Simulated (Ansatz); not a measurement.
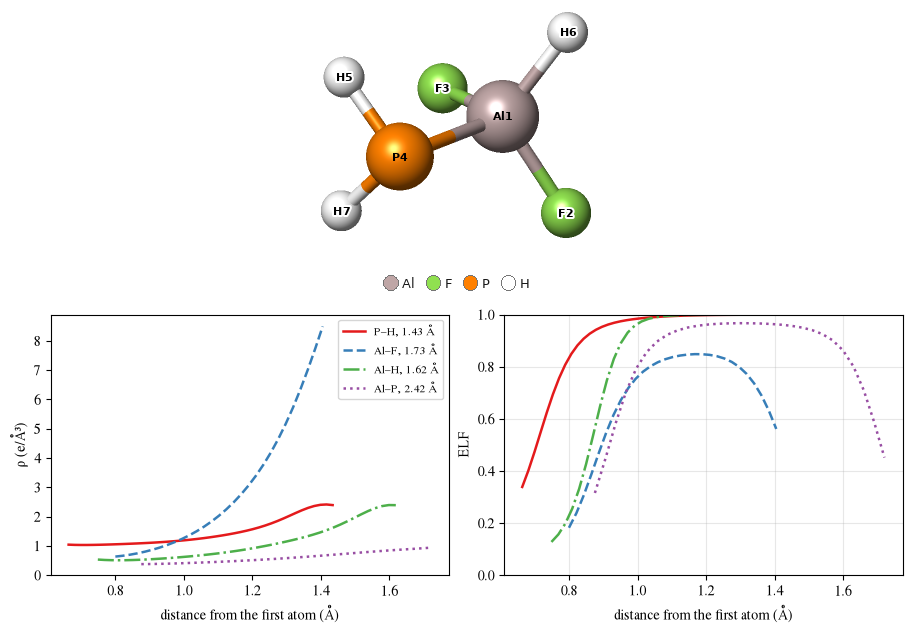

The picture shows: AlF2H3P (SMILES [F][AlH-]([F])[PH2]) (charge −1). Total electron density and ELF along straight lines between neighbouring atoms. The curves leave out the atomic cores. The structure is drawn too.

Geometry: r2SCAN-D4/def2-SVPD.

All numbers below come from isolated molecule in a Gaussian basis; Kohn-Sham density functional theory, functional PBE0 (Ansatz).

```xyz
7

Al    0.1462    0.2377   -0.2651
F     1.4448   -0.0246   -1.3765
F    -1.3138   -0.3213   -1.0050
P     0.6582   -1.0694    1.7002
H    -0.6576   -0.9460    2.2584
H     0.0082    1.8061    0.1105
H     0.3485   -2.3302    1.0908
```

Q: Compare the contacts.

A: P–H (1.43 Å): ρ is about 1 e/Å³ halfway; the ELF climbs to about 1 towards the hydrogen, as it does in any bond to H.
Al–F (1.73 Å): ρ at the midpoint is about 0.75 e/Å³; the ELF peaks at about 0.85 in the valence shell of F, 0.6 Å from its nucleus, and is about 0.40 at the midpoint.
Al–H (1.62 Å): ρ is about 0.51 e/Å³ halfway; the ELF climbs to about 1 towards the hydrogen.
Al–P (2.42 Å): ρ is about 0.51 e/Å³ halfway; the ELF peaks at about 0.95 between the atoms: a shared electron pair.
